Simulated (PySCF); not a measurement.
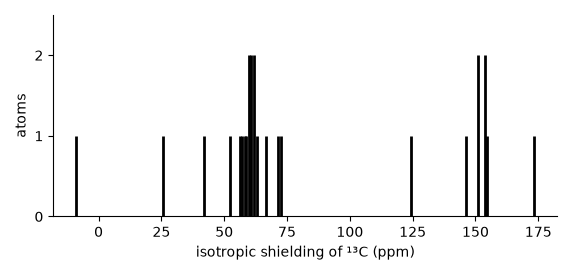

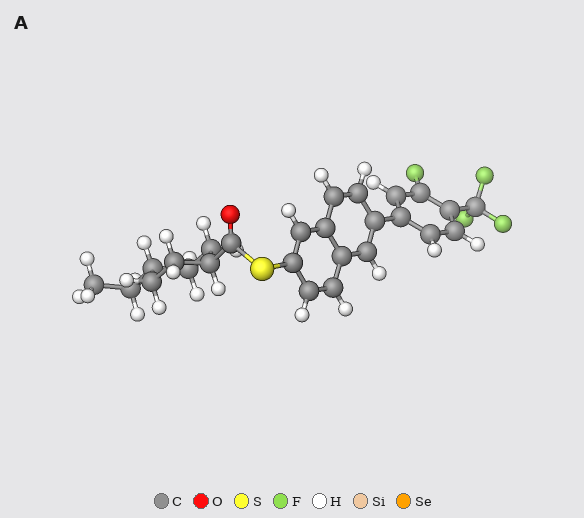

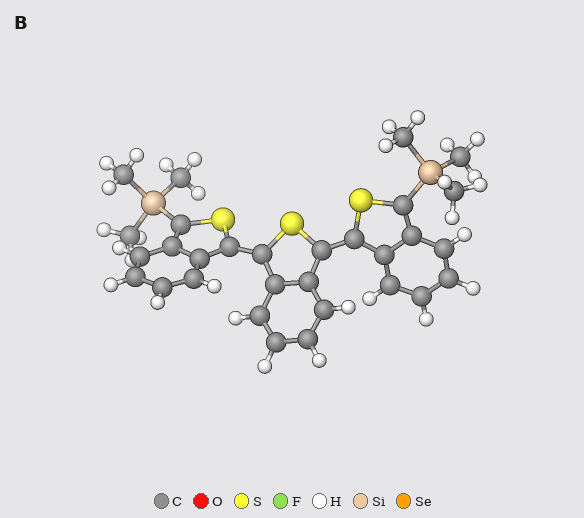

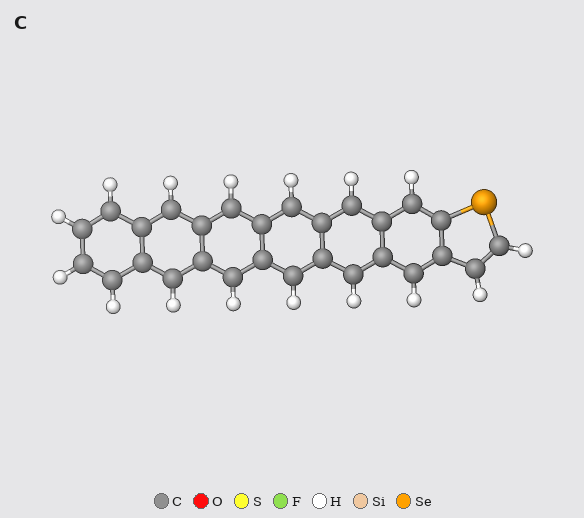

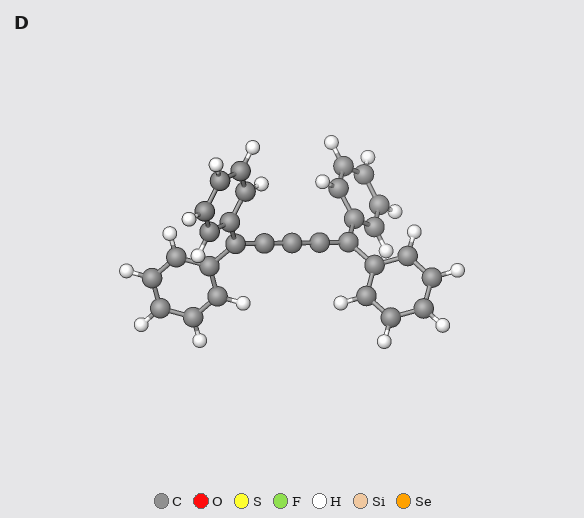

The sticks are computed shieldings of one of the molecules, for one fixed geometry (GFN2-xTB) without averaging over rotations. Low shielding means a high chemical shift. Method: GIAO OPBE/pcSseg-1 NMR shielding, non-relativistic, gas phase (PySCF 2.14.0).

> Match the spectrum to a structure.

A, `CC[C@H]1CC[C@H](C(=O)Sc2ccc3cc(-c4ccc(C(F)(F)F)c(F)c4)ccc3c2)CC1`. Its 26 C atoms give lines at −9.0, 25.5, 42.0, 52.4, 56.1, 56.9, 58.1, 58.8, 59.8 (2 atoms), 60.8 (2 atoms), 62.0 (2 atoms), 63.0, 66.7, 71.2, 72.7, 124.5, 146.3, 151.1 (2 atoms), 153.9 (2 atoms), 154.7, 173.4 ppm.

The geometry is semi-empirical. Around Se, Si such bond lengths and angles can be off by a tenth of an ångström or more and by several degrees, and values that hang on the shape move with them.
